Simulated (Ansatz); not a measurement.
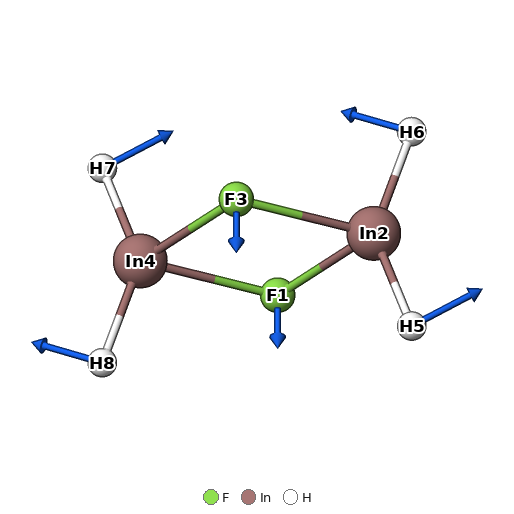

The arrows show one normal mode. Harmonic vibrations computed with RKS PBE0-D4/def2-TZVP, core potentials on In (Ansatz 0.2.0) at a stationary point of the same level.

Describe the motion.

Answer. A torsion or out-of-plane motion in which bond lengths and bond angles hardly change.

At what wavenumber does it lie?

Answer. 72 cm⁻¹; it is mode 1 of 18 counted from the lowest.
